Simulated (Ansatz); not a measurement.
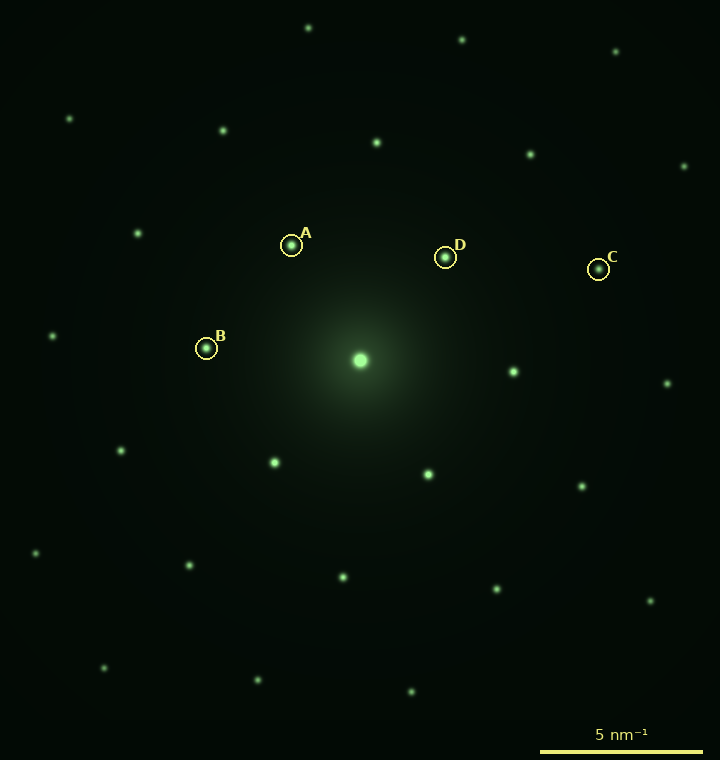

Computed electron diffraction pattern, 100 kV, single scattering only, B = 0.3 Å². The zone axis points towards the electron source and the pattern is seen from the source side.

The sample is YbOs3, space group Pm-3m (No. 221), a = 4.189 Å. Structure: the input geometry of an electronic-structure calculation (not necessarily at equilibrium); the starting structure was generated, so it need not be a known form of this composition.

```cif
data_structure
_symmetry_space_group_name_H-M 'Pm-3m'
_symmetry_Int_Tables_number 221
_cell_length_a 4.1889
_cell_length_b 4.1889
_cell_length_c 4.1889
_cell_angle_alpha 90.000
_cell_angle_beta 90.000
_cell_angle_gamma 90.000
_cell_volume 73.50
loop_
_atom_site_label
_atom_site_type_symbol
_atom_site_symmetry_multiplicity
_atom_site_Wyckoff_symbol
_atom_site_fract_x
_atom_site_fract_y
_atom_site_fract_z
_atom_site_occupancy
Yb1 Yb 1 a 0.00000 0.00000 0.00000 1
Os1 Os 3 c 0.00000 0.50000 0.50000 1
```

Spot A is indexed -1 1 1 and spot B 0 0 2.

Index the other marked spots.

Answer. C = A − 2B = -1 1 -3 (d = 1.263 Å). D = A − B = -1 1 -1 (d = 2.418 Å).

Give [uvw].

Answer. The cross product of A and B is parallel to [110]; every spot obeys hu + kv + lw = 0.
